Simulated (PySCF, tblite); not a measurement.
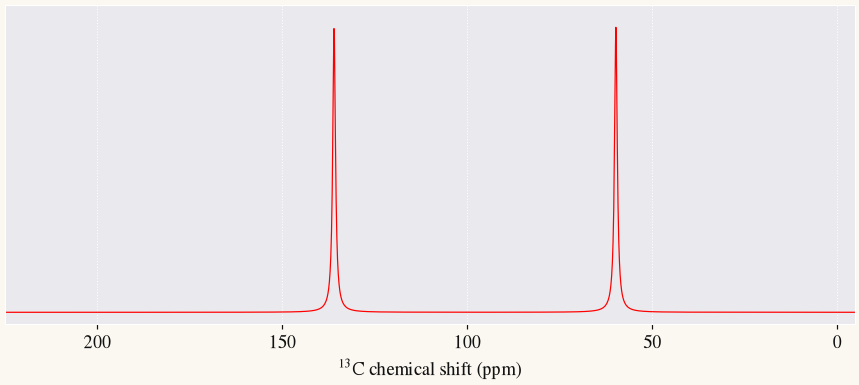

GIAO shifts, PBE0/pcSseg-1 with PySCF, at a GFN2-xTB geometry (a minimum by its frequencies), against TMS for ¹³C computed at the same level. Gas phase, fully decoupled, line heights follow the number of nuclei, widths are arbitrary (no quadrupolar broadening); values of one conformer, averaged over methyl-type rotors and exact or near symmetry; other conformers aren't averaged in.

Which molecule was computed?
A. C₂H₈F₃NSi₂, SMILES FC(F)(F)CN([SiH3])[SiH3]
B. C₃H₇Cl₂FSi, SMILES FC[C@H]([SiH3])C(Cl)Cl
C. C₄H₈BClO, SMILES CO/C=C(/C)BCl
D. C₅H₁₀O₂Si₂, SMILES CC[Si@H]1C(=O)C=C1O[SiH3]

Option A. Its ¹³C signals: 135.9 (1 C), 59.7 (1 C) ppm.

Known limits of this run: the tight-binding geometry is rougher than a DFT one and adds to the error.
